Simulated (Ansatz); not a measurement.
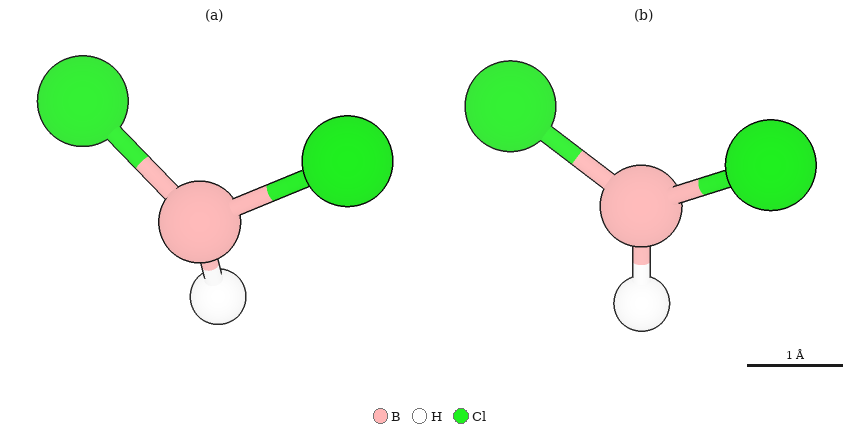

The structure of BHCl2 before (left) and after (right) a relaxation, at one scale.

Style: ball-and-stick. Shown at a tilt.

It is one of the separated reactants of a reaction.

Level of theory: Ansatz 0.2.0, RKS PBE0-D4/def2-TZVP.

Input
```yaml
crystal:
  periodic: [false, false, false]
  atoms:
    - {symbol: B, position_ang: [-1.304456, 0.333933, -0.011999]}
    - {symbol: H, position_ang: [-2.135924, 0.123643, 0.820723]}
    - {symbol: Cl, position_ang: [-1.535259, -0.691867, -1.514167]}
    - {symbol: Cl, position_ang: [-0.988946, 2.085719, -0.340229]}
basis:
  gaussian: {orbitals: def2-TZVP}
hamiltonian: {xc: pbe0, dispersion: d4}
relax: {f_tol: 0.005, max_steps: 200}
```

Run as
```bash
ansatz run in.yaml --threads 4 --pin off --events-out ev --progress --plain --max-ram 9574MiB
```

**What changed between the two?**

After 6 geometry steps the energy has fallen by 17.1 kcal/mol. Largest force component: 2.8 eV/Å at the start, under 0.0001 eV/Å at the end. The largest move after the best rigid fit is that of B1, 0.29 Å. By element the largest moves are B 0.29 Å, H 0.12 Å, Cl 0.09 Å. Among the contacts that change: B1–Cl3 1.834 → 1.734 Å, B1–Cl4 1.810 → 1.734 Å, B1–H2 1.195 → 1.187 Å. Among the angles between lasting bonds that change: H2–B1–Cl3 112.6° → 119.6°, Cl3–B1–Cl4 114.5° → 120.7°, H2–B1–Cl4 114.7° → 119.6°.
